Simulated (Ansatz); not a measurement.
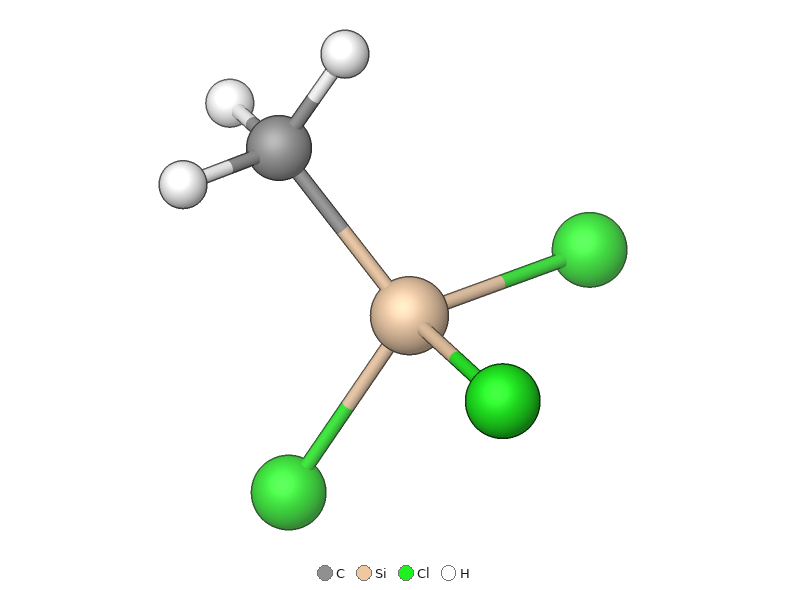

Every bond is drawn as one stick, whatever its order.

The geometry was computed by an optimisation with PBE0-D4/def2-TZVP.

Identify the structure.

The molecule is CH3Cl3Si. As SMILES it reads `C[Si](Cl)(Cl)Cl`. It has no ring. This geometry has C3v symmetry. Coordination: 1 C tetrahedral; 1 Si tetrahedral.

The parts below concern this one geometry. Atoms keep their numbers from picture to picture.

## Electronic properties

Method: RKS r2SCAN0-D4/def2-TZVPP (Ansatz 0.2.0).

What is the LUMO energy (Kohn–Sham orbital)?

0.52 eV.

What is the HOMO energy (Kohn–Sham orbital)?

−9.41 eV.

Estimate the dispersion correction.

−7.8 kJ/mol.

## Dipole moment

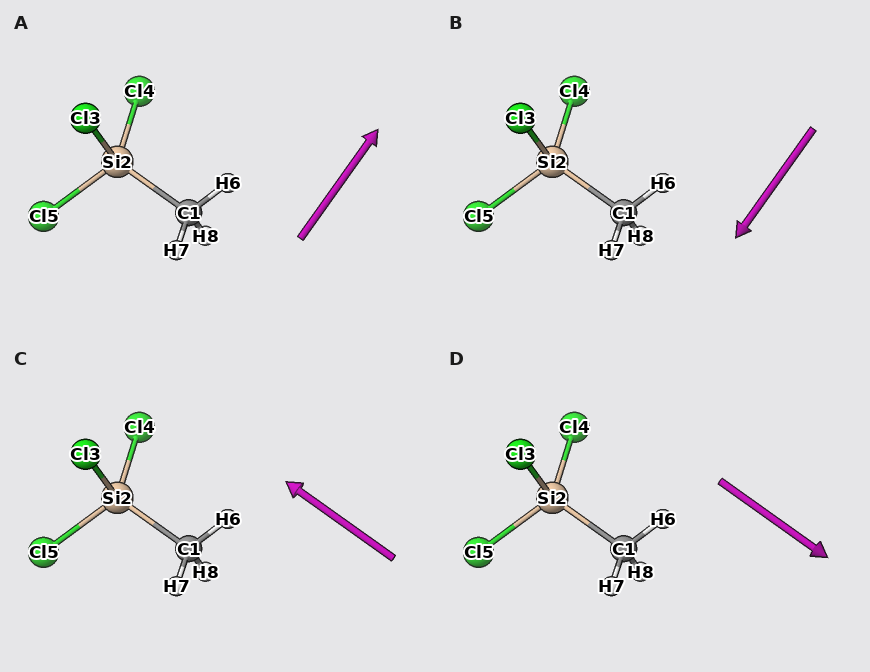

The same molecule four times, each with an arrow. Properties computed with RKS r2SCAN-D4/def2-TZVPP (Ansatz 0.2.0).

Which arrow points along the dipole moment, from the negative to the positive end?

D. The dipole moment is 1.96 D; it points from the side of Cl3, Cl4, Cl5 to the side of H6, H7, H8 (the outermost atoms at the two ends).

## Charges

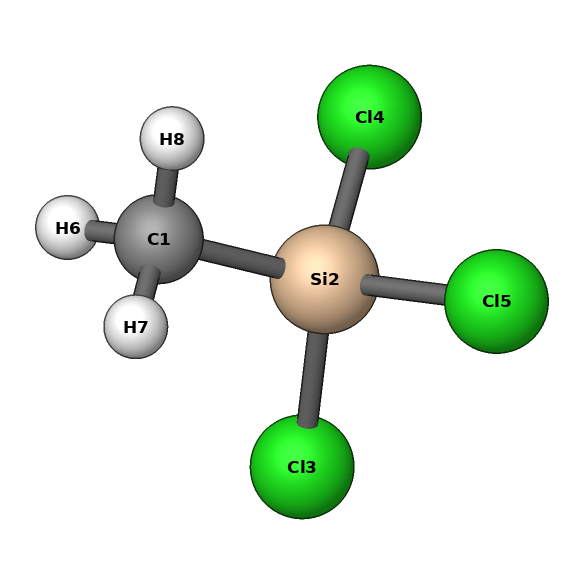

The questions are on Mulliken charges. Method: RKS PBE-D4/def2-TZVPP (Ansatz 0.2.0).

Which atom carries the highest charge (most positive or least negative)?

Si2 (0.57 e).

And the lowest?

C1 (−0.37 e).

List the Mulliken charges.

```json
{"atom": "C1", "value (e)": "−0.37"}
{"atom": "Si2", "value (e)": "0.57"}
{"atom": "Cl3", "value (e)": "−0.19"}
{"atom": "Cl4", "value (e)": "−0.19"}
{"atom": "Cl5", "value (e)": "−0.19"}
{"atom": "H6", "value (e)": "0.12"}
{"atom": "H7", "value (e)": "0.12"}
{"atom": "H8", "value (e)": "0.12"}
```

Mulliken values depend strongly on the basis set and can even reverse the polarity of a bond.
